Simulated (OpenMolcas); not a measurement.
**Multiconfigurational calculation for Br³⁺**

System: Br³⁺.
Method: state-averaged MS-RASPT2, IPEA shift 0.25, imaginary shift 0.1 hartree, closed shells 3d correlated, active space 4 electrons in the shells 4s 4p 4d; RAS3 4d with at most 2 electrons, basis ANO-R2, X2C scalar Hamiltonian, spin-orbit coupling by RASSI with atomic mean-field integrals (OpenMolcas).

## Summary

```tsv
quantity	value
outcome	converged
lowest level	4s² 4p² ³P₀
first excited level	4s² 4p² ³P₁, 2,278 cm⁻¹
energy of the lowest spin-free term	−2602.57424 hartree
energy of the lowest spin-orbit level	−2602.59205 hartree
CASPT2 correlation energy	−0.4343 hartree
largest spread among components of a term	100.2 cm⁻¹
lowest reference weight	0.962
hardware	1 CPU thread, shared host
wall time	20 s
```

## Notes

The components of ¹D, which symmetry makes degenerate, are split by 100 cm⁻¹ in CASPT2, and those of 1 more by over 50 cm⁻¹. This is an artefact; the levels of such states rest on averages and are uncertain by about as much. To bear in mind: extra active shells serve correlation only, their own levels not computed; only configurations of the active space are included.

## The input
```
&GATEWAY
Coord
1

Br 0.0 0.0 0.0
Basis=ANO-R2
Group=XYZ
NoMove
AngMom=0.0 0.0 0.0
AMFI
&SEWARD
&RASSCF
FileOrb=start.orb
Symmetry=1
Spin=3
nActEl=4 0 0
Inactive=8 6
Ras2=1 3
CIRoot=6 6 1
SDav=6
CIMx=300
Iter=120 100
PrWF=0.3
OrbListing=Nothing
MaxOrb=0
Atom
>>> COPY $Project.JobIph JOBPRE
&RASSCF
FileOrb=start.orb
Symmetry=1
Spin=3
nActEl=4 0 2
Inactive=8 6
Ras2=1 3
Ras3=5 0
CIRoot=6 6 1
SDav=211
CIMx=300
Iter=120 100
PrWF=0.3
OrbListing=Nothing
MaxOrb=0
Thrs=2.0e-7 1.0e-1 5.0e-4
Atom
>>> COPY $Project.JobIph JOB001
&RASSCF
FileOrb=start.orb
Symmetry=1
Spin=1
nActEl=4 0 2
Inactive=8 6
Ras2=1 3
Ras3=5 0
CIRoot=12 12 1
SDav=192
CIMx=300
Iter=120 100
PrWF=0.3
OrbListing=Nothing
MaxOrb=0
Thrs=2.0e-7 1.0e-1 5.0e-4
Atom
>>> COPY $Project.JobIph JOB002
&RASSCF
FileOrb=start.orb
Symmetry=2
Spin=5
nActEl=4 0 2
Inactive=8 6
Ras2=1 3
Ras3=5 0
CIRoot=1 1 1
SDav=36
CIMx=300
Iter=120 100
PrWF=0.3
OrbListing=Nothing
MaxOrb=0
Thrs=2.0e-7 1.0e-1 5.0e-4
Atom
>>> COPY $Project.JobIph JOB003
&RASSCF
FileOrb=start.orb
Symmetry=2
Spin=3
nActEl=4 0 2
Inactive=8 6
Ras2=1 3
Ras3=5 0
CIRoot=9 9 1
SDav=174
CIMx=300
Iter=120 100
PrWF=0.3
OrbListing=Nothing
MaxOrb=0
Thrs=2.0e-7 1.0e-1 5.0e-4
Atom
>>> COPY $Project.JobIph JOB004
&RASSCF
FileOrb=start.orb
Symmetry=2
Spin=1
nActEl=4 0 2
Inactive=8 6
Ras2=1 3
Ras3=5 0
CIRoot=8 8 1
SDav=138
CIMx=300
Iter=120 100
PrWF=0.3
OrbListing=Nothing
MaxOrb=0
Thrs=2.0e-7 1.0e-1 5.0e-4
Atom
>>> COPY $Project.JobIph JOB005
&RASSI
NrOfJobIphs=5 6 12 1 9 8
1 2 3 4 5 6
1 2 3 4 5 6 7 8 9 10 11 12
1
1 2 3 4 5 6 7 8 9
1 2 3 4 5 6 7 8
IphNames
JOB001
JOB002
JOB003
JOB004
JOB005
EJob
SpinOrbit
DIPRint=1.0
SOCoupling=1000.0
Subsets=2
MEES
Property=10
'ANGMOM' 1 'ANGMOM' 2 'ANGMOM' 3 'MLTPL  1' 1 'MLTPL  1' 2 'MLTPL  1' 3
'AMFI' 1 'AMFI' 2 'AMFI' 3 'MLTPL  2' 6
SOProperty=3
'ANGMOM' 1 'ANGMOM' 2 'ANGMOM' 3
>>> COPY JOB001 $Project.JobIph
&CASPT2
Multistate=6 1 2 3 4 5 6
Frozen=3 6
IPEA=0.25
Imaginary=0.1
MaxIter=60
WThr=0.0 0.3 0.05
PrWF=0.5
NoMix
>>> COPY JOB002 $Project.JobIph
&CASPT2
Multistate=12 1 2 3 4 5 6 7 8 9 10 11 12
Frozen=3 6
IPEA=0.25
Imaginary=0.1
MaxIter=60
WThr=0.0 0.3 0.05
PrWF=0.5
NoMix
>>> COPY JOB003 $Project.JobIph
&CASPT2
Multistate=1 1
Frozen=3 6
IPEA=0.25
Imaginary=0.1
MaxIter=60
WThr=0.0 0.3 0.05
PrWF=0.5
NoMix
>>> COPY JOB004 $Project.JobIph
&CASPT2
Multistate=9 1 2 3 4 5 6 7 8 9
Frozen=3 6
IPEA=0.25
Imaginary=0.1
MaxIter=60
WThr=0.0 0.3 0.05
PrWF=0.5
NoMix
>>> COPY JOB005 $Project.JobIph
&CASPT2
Multistate=8 1 2 3 4 5 6 7 8
Frozen=3 6
IPEA=0.25
Imaginary=0.1
MaxIter=60
WThr=0.0 0.3 0.05
PrWF=0.5
NoMix
```

The file start.orb holds starting orbitals from an earlier step. A driver script formed the levels outside the program, from RASSI's spin-orbit matrix and the CASPT2 energies (for multi-state variants, the effective Hamiltonian), averaged over the components of each term or state. The log and the time are those of the CASPT2 step.

## Output (extracts)
```
--- CASPT2 ---
Orbital specifications:
      -----------------------

      Symmetry species                           1   2
                                                ag  au
      Frozen orbitals                            3   6
      Inactive orbitals                          5   0
      Active orbitals                            6   3
      Secondary orbitals                        21  20
      Deleted orbitals                           0   0
      Number of basis functions                 35  29
Type of calculation                        MS-CASPT2
      Fock operator                              state-specific
      IPEA shift                                 0.25
      Real shift                                 0.00
      Imaginary shift                            0.10
      The input orbitals will be transformed to quasi-canonical
Reference energy:       -2602.1399400330
      E2 (Non-variational):      -0.4341272879
      Shift correction:          -0.0000312966
      E2 (Variational):          -0.4341585845
      Total energy:           -2602.5740986175
      Residual norm:              0.0000000580
      Reference weight:           0.97258
      Contributions to the CASPT2 correlation energy
      Active & Virtual Only:         -0.0194350344
      One Inactive Excited:          -0.0700203839
      Two Inactive Excited:          -0.3446718696
Reference energy:       -2602.1399400330
      E2 (Non-variational):      -0.4341278792
      Shift correction:          -0.0000312968
      E2 (Variational):          -0.4341591760
      Total energy:           -2602.5740992090
      Residual norm:              0.0000000580
      Reference weight:           0.97258
      Contributions to the CASPT2 correlation energy
      Active & Virtual Only:         -0.0194356935
      One Inactive Excited:          -0.0700203157
      Two Inactive Excited:          -0.3446718700
::    CASPT2 Root  1     Total energy:  -2602.57409862
::    CASPT2 Root  2     Total energy:  -2602.57409921
::    CASPT2 Root  3     Total energy:  -2602.57409856
::    CASPT2 Root  4     Total energy:  -2601.51344209
::    CASPT2 Root  5     Total energy:  -2601.51345318
::    CASPT2 Root  6     Total energy:  -2601.51344046
::    MS-CASPT2 Root  1     Total energy:  -2602.57424007
::    MS-CASPT2 Root  2     Total energy:  -2602.57423948
::    MS-CASPT2 Root  3     Total energy:  -2602.57423938
::    MS-CASPT2 Root  4     Total energy:  -2601.51331231
::    MS-CASPT2 Root  5     Total energy:  -2601.51330123
::    MS-CASPT2 Root  6     Total energy:  -2601.51329964
--- CASPT2 ---
Orbital specifications:
      -----------------------

      Symmetry species                           1   2
                                                ag  au
      Frozen orbitals                            3   6
      Inactive orbitals                          5   0
      Active orbitals                            6   3
      Secondary orbitals                        21  20
      Deleted orbitals                           0   0
      Number of basis functions                 35  29
Type of calculation                        MS-CASPT2
      Fock operator                              state-specific
      IPEA shift                                 0.25
      Real shift                                 0.00
      Imaginary shift                            0.10
      The input orbitals will be transformed to quasi-canonical
Reference energy:       -2602.0780474581
      E2 (Non-variational):      -0.4434638507
      Shift correction:          -0.0000530099
      E2 (Variational):          -0.4435168606
      Total energy:           -2602.5215643187
      Residual norm:              0.0000001920
      Reference weight:           0.96849
      Contributions to the CASPT2 correlation energy
      Active & Virtual Only:         -0.0287737468
      One Inactive Excited:          -0.0700543962
      Two Inactive Excited:          -0.3446357077
Reference energy:       -2602.0780474581
      E2 (Non-variational):      -0.4434738108
      Shift correction:          -0.0000531306
      E2 (Variational):          -0.4435269415
      Total energy:           -2602.5215743996
      Residual norm:              0.0000001940
      Reference weight:           0.96847
      Contributions to the CASPT2 correlation energy
      Active & Virtual Only:         -0.0287834819
      One Inactive Excited:          -0.0700548510
      Two Inactive Excited:          -0.3446354779
::    CASPT2 Root  1     Total energy:  -2602.52156432
::    CASPT2 Root  2     Total energy:  -2602.52157440
::    CASPT2 Root  3     Total energy:  -2602.52153692
::    CASPT2 Root  4     Total energy:  -2602.52157221
::    CASPT2 Root  5     Total energy:  -2602.52156144
::    CASPT2 Root  6     Total energy:  -2602.44065991
::    CASPT2 Root  7     Total energy:  -2601.48204977
::    CASPT2 Root  8     Total energy:  -2601.48216926
::    CASPT2 Root  9     Total energy:  -2601.48218341
::    CASPT2 Root 10     Total energy:  -2601.48218149
::    CASPT2 Root 11     Total energy:  -2601.48212682
::    CASPT2 Root 12     Total energy:  -2601.34645465
::    MS-CASPT2 Root  1     Total energy:  -2602.52190252
::    MS-CASPT2 Root  2     Total energy:  -2602.52182698
::    MS-CASPT2 Root  3     Total energy:  -2602.52176543
::    MS-CASPT2 Root  4     Total energy:  -2602.52169569
::    MS-CASPT2 Root  5     Total energy:  -2602.52153212
::    MS-CASPT2 Root  6     Total energy:  -2602.44127495
::    MS-CASPT2 Root  7     Total energy:  -2601.48215967
::    MS-CASPT2 Root  8     Total energy:  -2601.48210594
::    MS-CASPT2 Root  9     Total energy:  -2601.48200293
::    MS-CASPT2 Root 10     Total energy:  -2601.48183741
::    MS-CASPT2 Root 11     Total energy:  -2601.48170641
::    MS-CASPT2 Root 12     Total energy:  -2601.34582455
--- CASPT2 ---
Orbital specifications:
      -----------------------

      Symmetry species                           1   2
                                                ag  au
      Frozen orbitals                            3   6
      Inactive orbitals                          5   0
      Active orbitals                            6   3
      Secondary orbitals                        21  20
      Deleted orbitals                           0   0
      Number of basis functions                 35  29
Type of calculation                        SS-CASPT2
      Fock operator                              state-specific
      IPEA shift                                 0.25
      Real shift                                 0.00
      Imaginary shift                            0.10
      The input orbitals will be transformed to quasi-canonical
Reference energy:       -2601.8124256463
      E2 (Non-variational):      -0.4124019272
      Shift correction:          -0.0000224301
      E2 (Variational):          -0.4124243574
      Total energy:           -2602.2248500037
      Residual norm:              0.0000002289
      Reference weight:           0.97601
      Contributions to the CASPT2 correlation energy
      Active & Virtual Only:         -0.0073917271
      One Inactive Excited:          -0.0606576864
      Two Inactive Excited:          -0.3443525138
::    CASPT2 Root  1     Total energy:  -2602.22485000
--- CASPT2 ---
Orbital specifications:
      -----------------------

      Symmetry species                           1   2
                                                ag  au
      Frozen orbitals                            3   6
      Inactive orbitals                          5   0
      Active orbitals                            6   3
      Secondary orbitals                        21  20
      Deleted orbitals                           0   0
      Number of basis functions                 35  29
Type of calculation                        MS-CASPT2
      Fock operator                              state-specific
      IPEA shift                                 0.25
      Real shift                                 0.00
      Imaginary shift                            0.10
      The input orbitals will be transformed to quasi-canonical
Reference energy:       -2601.6613337510
      E2 (Non-variational):      -0.4272343222
      Shift correction:          -0.0000515649
      E2 (Variational):          -0.4272858870
      Total energy:           -2602.0886196381
      Residual norm:              0.0000007775
      Reference weight:           0.97074
      Contributions to the CASPT2 correlation energy
      Active & Virtual Only:         -0.0199307449
      One Inactive Excited:          -0.0636298556
      Two Inactive Excited:          -0.3436737216
Reference energy:       -2601.6613337510
      E2 (Non-variational):      -0.4272339673
      Shift correction:          -0.0000515646
      E2 (Variational):          -0.4272855320
      Total energy:           -2602.0886192830
      Residual norm:              0.0000007775
      Reference weight:           0.97074
      Contributions to the CASPT2 correlation energy
      Active & Virtual Only:         -0.0199307803
      One Inactive Excited:          -0.0636294656
      Two Inactive Excited:          -0.3436737214
::    CASPT2 Root  1     Total energy:  -2602.08861964
::    CASPT2 Root  2     Total energy:  -2602.08861928
::    CASPT2 Root  3     Total energy:  -2602.08858119
::    CASPT2 Root  4     Total energy:  -2602.08861333
::    CASPT2 Root  5     Total energy:  -2602.08857470
::    CASPT2 Root  6     Total energy:  -2602.01613090
::    CASPT2 Root  7     Total energy:  -2602.01613025
::    CASPT2 Root  8     Total energy:  -2602.01613758
::    CASPT2 Root  9     Total energy:  -2601.85346058
::    MS-CASPT2 Root  1     Total energy:  -2602.08867121
::    MS-CASPT2 Root  2     Total energy:  -2602.08863740
::    MS-CASPT2 Root  3     Total energy:  -2602.08859642
::    MS-CASPT2 Root  4     Total energy:  -2602.08857775
::    MS-CASPT2 Root  5     Total energy:  -2602.08852561
::    MS-CASPT2 Root  6     Total energy:  -2602.01613758
::    MS-CASPT2 Root  7     Total energy:  -2602.01613090
::    MS-CASPT2 Root  8     Total energy:  -2602.01613025
::    MS-CASPT2 Root  9     Total energy:  -2601.85346033
--- CASPT2 ---
Orbital specifications:
      -----------------------

      Symmetry species                           1   2
                                                ag  au
      Frozen orbitals                            3   6
      Inactive orbitals                          5   0
      Active orbitals                            6   3
      Secondary orbitals                        21  20
      Deleted orbitals                           0   0
      Number of basis functions                 35  29
Type of calculation                        MS-CASPT2
      Fock operator                              state-specific
      IPEA shift                                 0.25
      Real shift                                 0.00
      Imaginary shift                            0.10
      The input orbitals will be transformed to quasi-canonical
Reference energy:       -2601.5245774515
      E2 (Non-variational):      -0.4366519447
      Shift correction:          -0.0000626384
      E2 (Variational):          -0.4367145831
      Total energy:           -2601.9612920347
      Residual norm:              0.0000001707
      Reference weight:           0.96833
      Contributions to the CASPT2 correlation energy
      Active & Virtual Only:         -0.0257448912
      One Inactive Excited:          -0.0687314143
      Two Inactive Excited:          -0.3421756392
Reference energy:       -2601.5245774515
      E2 (Non-variational):      -0.4366495353
      Shift correction:          -0.0000626373
      E2 (Variational):          -0.4367121725
      Total energy:           -2601.9612896241
      Residual norm:              0.0000001709
      Reference weight:           0.96833
      Contributions to the CASPT2 correlation energy
      Active & Virtual Only:         -0.0257429435
      One Inactive Excited:          -0.0687309527
      Two Inactive Excited:          -0.3421756390
::    CASPT2 Root  1     Total energy:  -2601.96129203
::    CASPT2 Root  2     Total energy:  -2601.96128962
::    CASPT2 Root  3     Total energy:  -2601.96128948
::    CASPT2 Root  4     Total energy:  -2601.96129040
::    CASPT2 Root  5     Total energy:  -2601.96128956
::    CASPT2 Root  6     Total energy:  -2601.83161812
::    CASPT2 Root  7     Total energy:  -2601.83161834
::    CASPT2 Root  8     Total energy:  -2601.83160371
::    MS-CASPT2 Root  1     Total energy:  -2601.96130777
::    MS-CASPT2 Root  2     Total energy:  -2601.96129333
::    MS-CASPT2 Root  3     Total energy:  -2601.96128993
::    MS-CASPT2 Root  4     Total energy:  -2601.96128691
::    MS-CASPT2 Root  5     Total energy:  -2601.96127315
::    MS-CASPT2 Root  6     Total energy:  -2601.83161834
::    MS-CASPT2 Root  7     Total energy:  -2601.83161812
::    MS-CASPT2 Root  8     Total energy:  -2601.83160371
```

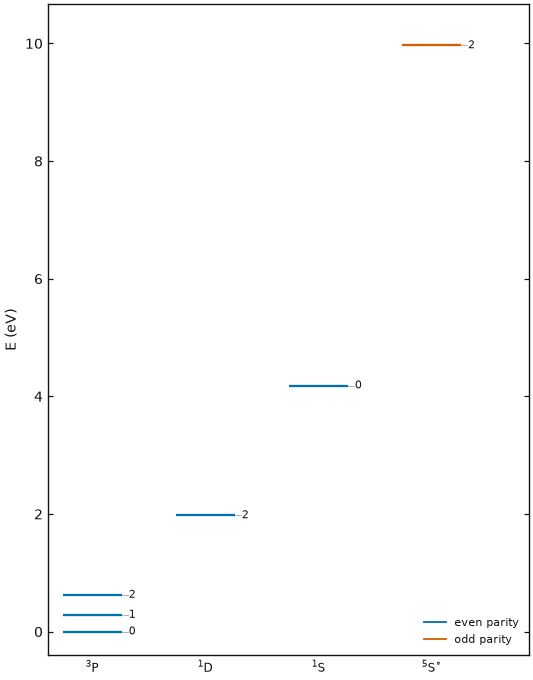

Level diagram of Br IV (Br³⁺). The lowest level is 4s² 4p² ³P₀. The first excited level, 4s² 4p² ³P₁, lies at 0.282 eV. The ground term spreads over 0.624 eV in the order J = 0, 1, 2, a normal multiplet. Among those computed, the lowest level of opposite parity, 4s 4p³ ⁵S°₂, is at 9.97 eV. The leading LS term holds 98 % of a level on average. Spin-orbit coupling puts the ground level 0.485 eV below the lowest spin-free term.

```tsv
Configuration	Level	E (eV)	LS purity (%)
4s² 4p²	³P₀	0	98
4s² 4p²	³P₁	0.2825	100
4s² 4p²	³P₂	0.6237	95
4s² 4p²	¹D₂	1.976	95
4s² 4p²	¹S₀	4.183	98
4s 4p³	⁵S°₂	9.966	100
```

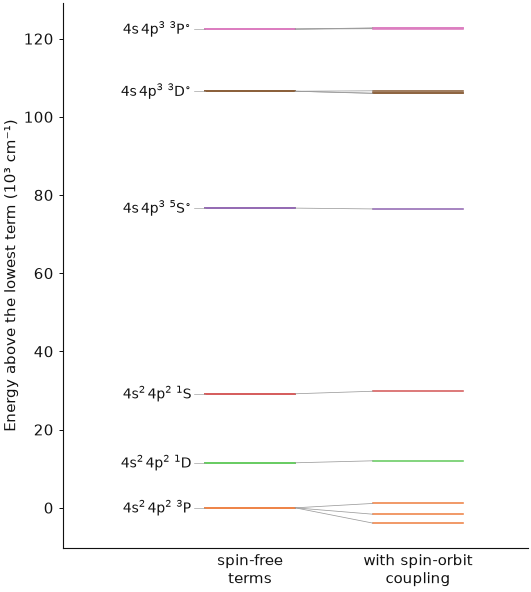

Terms of Br IV (Br³⁺) without and with spin-orbit coupling; the J values are left off. 4s² 4p² ³P (at 0) splits over 5,030 cm⁻¹ into J = 0, 1, 2 from the bottom up (normal); 4s² 4p² ¹D (at 11,500 cm⁻¹) gives the one level J = 2; 4s² 4p² ¹S (at 29,200 cm⁻¹) gives the one level J = 0; 4s 4p³ ⁵S° (at 76,700 cm⁻¹) gives the one level J = 2; 4s 4p³ ³D° (at 107,000 cm⁻¹) splits over 663 cm⁻¹ into J = 1, 2, 3 from the bottom up (normal); 4s 4p³ ³P° (at 122,000 cm⁻¹) splits over 207 cm⁻¹ into J = 0, 1, 2 from the bottom up (normal). The ground level lies 3,910 cm⁻¹ below the lowest term.
